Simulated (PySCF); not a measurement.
**One shape, several levels: C2H7BBrO− (SMILES CC[BH-](O)Br)**

Wanted: a comparison of 5 runs (HF/STO-3G, HF/def2-SVP, B3LYP/6-31G*, PBE0/def2-SVP, BLYP/aug-cc-pVDZ) of C2H7BBrO−. The job is set up through a Python script.

Program for the calculation: PySCF 2.14.0.

**1. The system as given**

The species is C2H7BBrO− (12 atoms), meant as a singlet with charge -1. SMILES: `CC[BH-](O)Br`. Geometry: relaxed at GFN2-xTB. This is one conformer, not always the lowest.

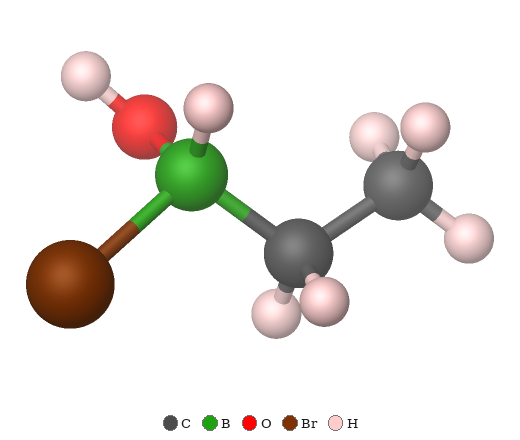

Viewed from a chosen angle; carbon dark grey, boron green, oxygen red, bromine brown, hydrogen pink.

**2. Energy and gradient at HF/STO-3G (run 1)**

run.py reads:

```python
import pyscf.grad
from pyscf import gto

mol = gto.M(
    atom='''
C     -0.744460     0.514850     1.283620
C      0.082310     0.777360     0.027250
B      0.598220    -0.603540    -0.670620
O     -0.499220    -1.333170    -1.244320
Br     1.897460     0.007990    -2.259020
H     -0.143670    -0.007550     2.028670
H     -1.117310     1.441240     1.731950
H     -1.596360    -0.116560     1.036810
H     -0.532940     1.349240    -0.676640
H      0.931360     1.418630     0.295300
H      1.332140    -1.271650     0.035020
H     -0.207530    -2.176850    -1.588020
''',
    charge=-1,
    verbose=4,
    basis='sto-3g',
    spin=0,
    max_memory=1860,
)

mf = mol.RHF()
mf.conv_tol = 1e-10
mf.kernel()
if not mf.converged:
    mf = mf.newton().run(mf.mo_coeff, mf.mo_occ)

e_tot = mf.e_tot
print('Final energy', e_tot)
grad = mf.Gradients().kernel()
mf.analyze()
```

The run is started by

```console
OMP_NUM_THREADS=1 python run.py
```

Output:

```text
PySCF version 2.14.0

[... 78 lines left out ...]
Total Energy =                       -2721.769623884859811
[... 4 lines left out ...]
DFT Exchange-Correlation Energy =     -116.360622374118520
[... 6 lines left out ...]
MO #5   energy= -57.3750685899164  occ= 2
[... 4 lines left out ...]
MO #10  energy= -7.14722877559078  occ= 2
[... 4 lines left out ...]
MO #15  energy= -1.88762536150765  occ= 2
[... 4 lines left out ...]
MO #20  energy= -0.792347328419865 occ= 2
[... 4 lines left out ...]
MO #25  energy= -0.352443668744485 occ= 2
[... 4 lines left out ...]
MO #30  energy= -0.189117989332252 occ= 2
[... 4 lines left out ...]
MO #35  energy= 0.679323936005856  occ= 0
[... 4 lines left out ...]
MO #40  energy= 0.924407831161926  occ= 0
[... 4 lines left out ...]
MO #45  energy= 1.09711197062302   occ= 0
[... 25 lines left out ...]
pop of  4 Br 4s           1.94376
pop of  4 Br 2px          2.00000
pop of  4 Br 2py          2.00000
pop of  4 Br 2pz          2.00000
pop of  4 Br 3px          1.99981
pop of  4 Br 3py          1.99995
pop of  4 Br 3pz          1.99973
pop of  4 Br 4px          1.82821
pop of  4 Br 4py          1.95562
pop of  4 Br 4pz          1.74849
pop of  4 Br 3dxy         1.99995
pop of  4 Br 3dyz         1.99993
pop of  4 Br 3dz^2        1.99993
pop of  4 Br 3dxz         1.99974
pop of  4 Br 3dx2-y2      1.99996
pop of  5 H 1s            0.98916
pop of  6 H 1s            1.00456
pop of  7 H 1s            0.98256
pop of  8 H 1s            1.00609
pop of  9 H 1s            1.00729
pop of  10 H 1s           1.15309
pop of  11 H 1s           0.91563
 ** Mulliken atomic charges  **
charge of    0C =     -0.09825
charge of    1C =     -0.11790
charge of    2B =      0.05026
charge of    3O =     -0.30127
charge of    4Br =     -0.47446
charge of    5H =      0.01084
charge of    6H =     -0.00456
charge of    7H =      0.01744
charge of    8H =     -0.00609
charge of    9H =     -0.00729
charge of   10H =     -0.15309
charge of   11H =      0.08437

WARN: System has nonzero charge -1; the dipole moment is origin-dependent.
Location of origin: [0. 0. 0.]

Dipole moment(X, Y, Z, Debye): -4.28798,  0.65044,  6.02659
```

Run time: 6.6 s. Hardware: 1 thread of Intel Xeon at 2.70GHz, shared host; peak memory 0.12 GiB.

**3. Energy and gradient at HF/def2-SVP (run 2)**

calc.py reads:

```python
import pyscf.grad
from pyscf import gto, scf

mol = gto.M(
    atom=[
    ('C', (-0.744460, 0.514850, 1.283620)),
    ('C', (0.082310, 0.777360, 0.027250)),
    ('B', (0.598220, -0.603540, -0.670620)),
    ('O', (-0.499220, -1.333170, -1.244320)),
    ('Br', (1.897460, 0.007990, -2.259020)),
    ('H', (-0.143670, -0.007550, 2.028670)),
    ('H', (-1.117310, 1.441240, 1.731950)),
    ('H', (-1.596360, -0.116560, 1.036810)),
    ('H', (-0.532940, 1.349240, -0.676640)),
    ('H', (0.931360, 1.418630, 0.295300)),
    ('H', (1.332140, -1.271650, 0.035020)),
    ('H', (-0.207530, -2.176850, -1.588020)),
],
    spin=0,
    max_memory=1860,
    charge=-1,
    verbose=3,
    basis='def2-svp',
)

hf = scf.RHF(mol)
hf.conv_tol = 1e-10
hf.kernel()
if not hf.converged:
    hf = hf.newton().run(hf.mo_coeff, hf.mo_occ)

energy = hf.e_tot
print(f'total energy: {energy:.8f} hartree')
grad = hf.Gradients().kernel()
hf.analyze()
```

The run is started by

```console
OMP_NUM_THREADS=1 python calc.py
```

Output:

```text
converged SCF energy = -2751.43602400233
[... 11 lines left out ...]
MO #2   energy= -64.8802582096638  occ= 2
[... 10 lines left out ...]
MO #13  energy= -7.18099286593046  occ= 2
[... 10 lines left out ...]
MO #24  energy= -0.449726396842363 occ= 2
[... 10 lines left out ...]
MO #35  energy= 0.329709664314572  occ= 0
[... 10 lines left out ...]
MO #46  energy= 0.630500299699212  occ= 0
[... 10 lines left out ...]
MO #57  energy= 0.995189803947133  occ= 0
[... 10 lines left out ...]
MO #68  energy= 1.14878138661659   occ= 0
[... 10 lines left out ...]
MO #79  energy= 1.69503746247453   occ= 0
[... 10 lines left out ...]
MO #90  energy= 2.2179363231145    occ= 0
[... 10 lines left out ...]
MO #101 energy= 2.7426832064893    occ= 0
[... 10 lines left out ...]
MO #112 energy= 3.47722897668247   occ= 0
[... 10 lines left out ...]
MO #123 energy= 4.413933576318     occ= 0
[... 14 lines left out ...]
WARN: System has nonzero charge -1; the dipole moment is origin-dependent.
Location of origin: [0. 0. 0.]

Dipole moment(X, Y, Z, Debye): -4.33986,  0.24805,  5.94012
```

Run time: 26 s. Hardware: 1 thread of Intel Xeon at 2.70GHz, shared host; peak memory 0.34 GiB.

Run 3 isn't shown in full; the table further down has it.

**4. Energy and forces at PBE0/def2-SVP (run 4)**

calc.py reads:

```python
from pyscf import gto, dft

molecule = gto.M(
    atom='''
C   -0.744460   0.514850   1.283620
C    0.082310   0.777360   0.027250
B    0.598220  -0.603540  -0.670620
O   -0.499220  -1.333170  -1.244320
Br   1.897460   0.007990  -2.259020
H   -0.143670  -0.007550   2.028670
H   -1.117310   1.441240   1.731950
H   -1.596360  -0.116560   1.036810
H   -0.532940   1.349240  -0.676640
H    0.931360   1.418630   0.295300
H    1.332140  -1.271650   0.035020
H   -0.207530  -2.176850  -1.588020
''',
    spin=0,
    max_memory=1860,
    verbose=4,
    basis='def2-svp',
    charge=-1,
)

mf = dft.RKS(molecule)
mf.xc = 'pbe0'
mf.grids.level = 5
mf.conv_tol = 1e-10
mf.kernel()
if not mf.converged:
    mf = mf.newton().run(mf.mo_coeff, mf.mo_occ)

etot = mf.e_tot
print('E = %.10f Eh' % etot)
grad = mf.nuc_grad_method().kernel()
mf.analyze()
```

The run is started by

```console
OMP_NUM_THREADS=1 python calc.py
```

Output:

```text
PySCF version 2.14.0

[... 105 lines left out ...]
MO #2   energy= -62.37146117382    occ= 2
[... 10 lines left out ...]
MO #13  energy= -6.32098934005499  occ= 2
[... 10 lines left out ...]
MO #24  energy= -0.28856441373448  occ= 2
[... 10 lines left out ...]
MO #35  energy= 0.224303746682873  occ= 0
[... 10 lines left out ...]
MO #46  energy= 0.493748592711043  occ= 0
[... 10 lines left out ...]
MO #57  energy= 0.792462113553309  occ= 0
[... 10 lines left out ...]
MO #68  energy= 0.923994114191378  occ= 0
[... 10 lines left out ...]
MO #79  energy= 1.44940452754806   occ= 0
[... 10 lines left out ...]
MO #90  energy= 1.94934518487191   occ= 0
[... 10 lines left out ...]
MO #101 energy= 2.44078190631625   occ= 0
[... 10 lines left out ...]
MO #112 energy= 3.13465674671422   occ= 0
[... 10 lines left out ...]
MO #123 energy= 3.98601276747921   occ= 0
[... 103 lines left out ...]
pop of  7 H 2py           0.00047
pop of  7 H 2pz           0.00021
pop of  8 H 1s            0.92551
pop of  8 H 2s            0.00764
pop of  8 H 2px           0.00026
pop of  8 H 2py           0.00033
pop of  8 H 2pz           0.00061
pop of  9 H 1s            0.92505
pop of  9 H 2s            0.00624
pop of  9 H 2px           0.00075
pop of  9 H 2py           0.00040
pop of  9 H 2pz           0.00010
pop of  10 H 1s           1.08977
pop of  10 H 2s           0.00314
pop of  10 H 2px          0.00055
pop of  10 H 2py          0.00050
pop of  10 H 2pz          0.00035
pop of  11 H 1s           0.69270
pop of  11 H 2s           0.01263
pop of  11 H 2px          0.00137
pop of  11 H 2py          0.00151
pop of  11 H 2pz          0.00190
 ** Mulliken atomic charges  **
charge of    0C =     -0.28289
charge of    1C =     -0.26409
charge of    2B =      0.06314
charge of    3O =     -0.57914
charge of    4Br =     -0.48148
charge of    5H =      0.07509
charge of    6H =      0.05768
charge of    7H =      0.08299
charge of    8H =      0.06565
charge of    9H =      0.06746
charge of   10H =     -0.09430
charge of   11H =      0.28989

WARN: System has nonzero charge -1; the dipole moment is origin-dependent.
Location of origin: [0. 0. 0.]

Dipole moment(X, Y, Z, Debye): -4.29730,  0.29779,  5.63450
```

Wall time 86 s (1 thread of Intel Xeon at 2.70GHz, shared host); peak memory 1.3 GiB.

**5. Energy and gradient at BLYP/aug-cc-pVDZ (run 5)**

job.py reads:

```python
from pyscf import gto, dft

molecule = gto.M(
    atom='''
C     -0.744460     0.514850     1.283620
C      0.082310     0.777360     0.027250
B      0.598220    -0.603540    -0.670620
O     -0.499220    -1.333170    -1.244320
Br     1.897460     0.007990    -2.259020
H     -0.143670    -0.007550     2.028670
H     -1.117310     1.441240     1.731950
H     -1.596360    -0.116560     1.036810
H     -0.532940     1.349240    -0.676640
H      0.931360     1.418630     0.295300
H      1.332140    -1.271650     0.035020
H     -0.207530    -2.176850    -1.588020
''',
    spin=0,
    max_memory=1860,
    charge=-1,
    verbose=3,
    basis='aug-cc-pvdz',
)

mf = dft.RKS(molecule, xc='blyp')
mf.grids.level = 5
mf.conv_tol = 1e-10
mf.kernel()
if not mf.converged:
    mf = mf.newton().run(mf.mo_coeff, mf.mo_occ)

e_final = mf.e_tot
print('Final energy', e_final)
grad = mf.nuc_grad_method().kernel()
dip = mf.dip_moment()
pop, q = mf.mulliken_pop()
```

The run is started by

```console
OMP_NUM_THREADS=1 python job.py
```

Output:

```text
converged SCF energy = -2754.72717891544
Final energy -2754.7271789154397
--------------- RKS gradients ---------------
         x                y                z
0 C    -0.0003909229    -0.0016761802     0.0018221973
1 C    -0.0047091543     0.0083118165     0.0020920652
2 B     0.0049725001    -0.0099093376    -0.0141923883
[... 8 lines of this table left out ...]
11 H    -0.0049348665     0.0125122209     0.0048106655
----------------------------------------------

WARN: System has nonzero charge -1; the dipole moment is origin-dependent.
Location of origin: [0. 0. 0.]

Dipole moment(X, Y, Z, Debye): -4.44175,  0.36473,  6.07521
[... 165 lines left out ...]
pop of  9 H 1s            0.80370
pop of  9 H 2s            0.84358
pop of  9 H 3s            0.02288
pop of  9 H 2px           0.01160
pop of  9 H 2py           0.00985
pop of  9 H 2pz           0.00650
pop of  9 H 3px          -0.03141
pop of  9 H 3py          -0.05858
pop of  9 H 3pz          -0.01043
pop of  10 H 1s           0.79971
pop of  10 H 2s          -1.06488
pop of  10 H 3s           0.16406
pop of  10 H 2px          0.00406
pop of  10 H 2py          0.00376
pop of  10 H 2pz          0.00381
pop of  10 H 3px          0.02492
pop of  10 H 3py          0.00124
pop of  10 H 3pz          0.03860
pop of  11 H 1s           0.78353
pop of  11 H 2s           0.08822
pop of  11 H 3s           0.03170
pop of  11 H 2px          0.01921
pop of  11 H 2py          0.03667
pop of  11 H 2pz          0.02233
pop of  11 H 3px          0.02235
pop of  11 H 3py         -0.00933
pop of  11 H 3pz          0.01868
 ** Mulliken atomic charges  **
charge of    0C =      1.00915
charge of    1C =      1.37847
charge of    2B =     -0.79521
charge of    3O =     -0.42230
charge of    4Br =     -0.65720
charge of    5H =     -0.43953
charge of    6H =     -0.44530
charge of    7H =     -0.41519
charge of    8H =     -0.62654
charge of    9H =     -0.59770
charge of   10H =      1.02472
charge of   11H =     -0.01336
```

Wall time 3.4 min (1 thread of Intel Xeon at 2.70GHz, shared host); peak memory 2.8 GiB.

**6. The series**

| run | level | integration grid | energy (Eh) | HOMO energy (eV) | LUMO energy (eV) | HOMO–LUMO gap (eV) | wall time |
| --- | --- | --- | --- | --- | --- | --- | --- |
| 1 | HF/STO-3G | – | -2721.769624 | -0.91 | 18.49 | 19.40 | 6.6 s |
| 2 | HF/def2-SVP | – | -2751.436024 | -4.63 | 8.97 | 13.60 | 26 s |
| 3 | B3LYP/6-31G* (spherical functions) | 5 | -2754.500819 | -1.37 | 6.69 | 8.06 | 74 s |
| 4 | PBE0/def2-SVP | 5 | -2753.829369 | -1.56 | 6.10 | 7.67 | 86 s |
| 5 | BLYP/aug-cc-pVDZ | 5 | -2754.727179 | -0.81 | 2.46 | 3.28 | 3.4 min |

**7. Outcome**

| quantity | value |
| --- | --- |
| run 5: total energy | -2754.72718 Eh |
| run 5: HOMO energy | -0.81 eV |
| run 5: LUMO energy | 2.46 eV |
| run 5: HOMO–LUMO gap (to an unbound level, set by the basis) | 3.28 eV |
| run 5: largest force on an atom | 1.233 eV/Å |

The HOMO–LUMO gap runs from 3.28 eV (BLYP/aug-cc-pVDZ) to 19.40 eV (HF/STO-3G). The two ends differ in method and basis. The empty levels of an anion lie above zero and hang on the basis. Totals of different functionals can't be ranked against each other. In run 1 the basis is minimal, so the values are rough. All runs together took 6.6 min, the longest 3.4 min.
